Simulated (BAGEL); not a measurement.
# HF/STO-3G (density fitting with qzvpp-jkfit) run of CH3BrGe (SMILES [CH3][Ge][Br])

What is the vertical singlet–triplet gap of CH3BrGe at HF/STO-3G (density fitting with qzvpp-jkfit)? 

The calculation is run with BAGEL 1.2.2.

### 1 The system as given

CH3BrGe has 6 atoms, charge 0, and is taken as a singlet. As SMILES, `[CH3][Ge][Br]`. The coordinates come from a PBE0-D4/def2-TZVP relaxation.

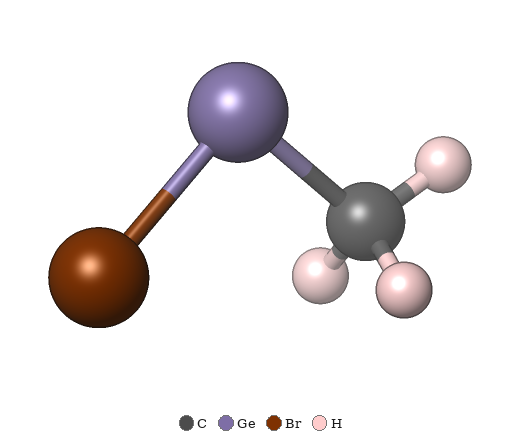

The structure, seen from a chosen angle (carbon dark grey, germanium purple, bromine brown, hydrogen pink).

### 2 A single-point energy at HF/STO-3G (density fitting with qzvpp-jkfit)

hf.json

```json
{ "bagel": [

{
  "title": "molecule",
  "basis": "sto-3g",
  "df_basis": "qzvpp-jkfit",
  "angstrom": "true",
  "geometry": [
    { "atom": "C", "xyz": [      -0.427600,       0.399000,      -0.270700 ] },
    { "atom": "Ge", "xyz": [       0.170800,      -0.356300,       1.464600 ] },
    { "atom": "Br", "xyz": [       1.884400,      -1.715100,       0.583800 ] },
    { "atom": "H", "xyz": [       0.401600,       0.936200,      -0.741200 ] },
    { "atom": "H", "xyz": [      -1.269700,       1.080800,      -0.133600 ] },
    { "atom": "H", "xyz": [      -0.717300,      -0.408600,      -0.949200 ] }
  ]
},

{ "title": "hf" },

{ "title": "print", "file": "orbitals.molden", "orbitals": "true" }

]}
```

On the command line:

```
$ BAGEL_NUM_THREADS=1 BAGEL hf.json > hf.out
```

Output:

```text
* using 1 threads per process

  ===============================================================
  ===============================================================

  *** Geometry ***

  { "atom" : "C", "xyz" : [     -0.808047,      0.754001,     -0.511549 ] },
  { "atom" : "Ge", "xyz" : [      0.322765,     -0.673309,      2.767693 ] },
  { "atom" : "Br", "xyz" : [      3.561000,     -3.241069,      1.103222 ] },
  { "atom" : "H", "xyz" : [      0.758914,      1.769162,     -1.400665 ] },
  { "atom" : "H", "xyz" : [     -2.399385,      2.042416,     -0.252467 ] },
  { "atom" : "H", "xyz" : [     -1.355501,     -0.772142,     -1.793728 ] },

  Number of auxiliary basis functions:      661

  Since a DF basis is specified, we compute 2- and 3-index integrals:
    o Being stored without compression. Storage requirement is 0.010 GB

  Number of basis functions:       44
  Number of electrons      :       76

    * METHOD: MOLECULE                             0.30

  *** RHF ***

  === Nuclear Repulsion ===
   381.6709200631

      * DIIS with orbital gradients will be used.

  === RHF iteration (sto-3g) ===
      0      -4635.55855529          0.00486983           0.07
      1      -4635.59089463          0.00101405           0.06
      2      -4635.59203101          0.00030019           0.06
      3      -4635.59217531          0.00006522           0.06
      4      -4635.59218283          0.00002108           0.06
      5      -4635.59218363          0.00000485           0.06
      6      -4635.59218368          0.00000155           0.06
      7      -4635.59218368          0.00000036           0.06
      8      -4635.59218369          0.00000013           0.06
      9      -4635.59218368          0.00000004           0.06
     10      -4635.59218369          0.00000001           0.06
    * SCF iteration converged.

    * Permanent dipole moment:
           (    0.708653,    -0.594656,    -0.129773) a.u.

    * METHOD: HF                                   0.88

    * METHOD: PRINT                                0.00

  ===============================================================
```

Run time: 1.3 s. Hardware: 1 thread of Arm Neoverse V2, shared host.

### 3 The triplet at the same level

calc.json

```json
{ "bagel": [

{
  "title": "molecule",
  "basis": "sto-3g",
  "df_basis": "qzvpp-jkfit",
  "angstrom": true,
  "geometry": [
    { "atom": "C", "xyz": [      -0.427600,       0.399000,      -0.270700 ] },
    { "atom": "Ge", "xyz": [       0.170800,      -0.356300,       1.464600 ] },
    { "atom": "Br", "xyz": [       1.884400,      -1.715100,       0.583800 ] },
    { "atom": "H", "xyz": [       0.401600,       0.936200,      -0.741200 ] },
    { "atom": "H", "xyz": [      -1.269700,       1.080800,      -0.133600 ] },
    { "atom": "H", "xyz": [      -0.717300,      -0.408600,      -0.949200 ] }
  ]
},

{ "title": "uhf", "nopen": 2 },

{ "title": "print", "file": "orbitals.molden", "orbitals": true }

]}
```

On the command line:

```
$ BAGEL_NUM_THREADS=1 BAGEL calc.json > calc.out
```

Output:

```text
* using 1 threads per process

  ===============================================================
  ===============================================================

  *** Geometry ***

  { "atom" : "C", "xyz" : [     -0.808047,      0.754001,     -0.511549 ] },
  { "atom" : "Ge", "xyz" : [      0.322765,     -0.673309,      2.767693 ] },
  { "atom" : "Br", "xyz" : [      3.561000,     -3.241069,      1.103222 ] },
  { "atom" : "H", "xyz" : [      0.758914,      1.769162,     -1.400665 ] },
  { "atom" : "H", "xyz" : [     -2.399385,      2.042416,     -0.252467 ] },
  { "atom" : "H", "xyz" : [     -1.355501,     -0.772142,     -1.793728 ] },

  Number of auxiliary basis functions:      661

  Since a DF basis is specified, we compute 2- and 3-index integrals:
    o Being stored without compression. Storage requirement is 0.010 GB

  Number of basis functions:       44
  Number of electrons      :       76

    * METHOD: MOLECULE                             0.30

  *** Open-shell HF ***

  === Nuclear Repulsion ===
   381.6709200631

      * DIIS with orbital gradients will be used.

  === UHF iteration (sto-3g) ===
      0      -4635.49319402          0.01026438           0.13
      1      -4635.53383710          0.00394864           0.13
      2      -4635.53999406          0.00167370           0.13
      3      -4635.54206089          0.00103038           0.13
      4      -4635.54330382          0.00033944           0.13
      5      -4635.54363143          0.00012439           0.13
      6      -4635.54371035          0.00003980           0.13
      7      -4635.54372207          0.00001280           0.13
      8      -4635.54372325          0.00000677           0.13
      9      -4635.54372363          0.00000296           0.13
     10      -4635.54372368          0.00000101           0.13
     11      -4635.54372368          0.00000027           0.13
     12      -4635.54372368          0.00000013           0.13
     13      -4635.54372368          0.00000009           0.13
     14      -4635.54372368          0.00000007           0.13
     15      -4635.54372368          0.00000003           0.13
     16      -4635.54372368          0.00000001           0.13
     17      -4635.54372368          0.00000001           0.13
    * SCF iteration converged.

    * S^2 (UHF) is 2.0037

    * Permanent dipole moment:
           (    0.844782,    -0.636052,    -0.692241) a.u.

    * METHOD: UHF                                  2.51

    * METHOD: PRINT                                0.00

  ===============================================================
```

Run time: 3 s. Hardware: 1 thread of Arm Neoverse V2, shared host.

### 4 What came out

Level: HF/STO-3G (density fitting with qzvpp-jkfit).

| quantity | value |
| --- | --- |
| singlet: total energy | -4635.59218 Eh |
| singlet: dipole moment | 2.37 D |
| singlet: HOMO energy | -6.44 eV |
| singlet: LUMO energy | 4.08 eV |
| singlet: HOMO–LUMO gap | 10.52 eV |
| triplet: total energy | -4635.54372 Eh |
| triplet: dipole moment | 3.21 D |
| triplet: ⟨S²⟩ | 2.004 |
| vertical energy of the triplet above the singlet | 1.319 eV |

**Reading.** At this shape the triplet lies 1.32 eV (127 kJ/mol) above the singlet. In a minimal basis such a difference can be off by several eV, whatever the method.
